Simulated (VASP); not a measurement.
Band structure of Ti₃Al (space group P6_3/mmc). Level of theory: PBE GGA, VASP's PBE PAW potentials (set 64) (plane waves; VASP).

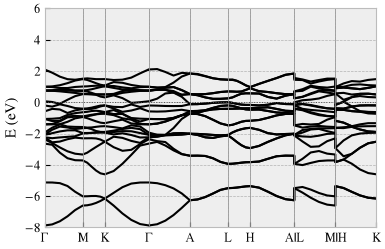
Bands along high-symmetry lines, zero at the valence-band maximum or, without a gap, the Fermi level

Task: Read the plot: is there a gap, and where are the band edges?

Result: It has no gap at this level: it comes out as a metal or semimetal.

The structure comes from a computed database's Ti3Al entry; how it stands against other phases isn't given here. The cell was not relaxed at this level.
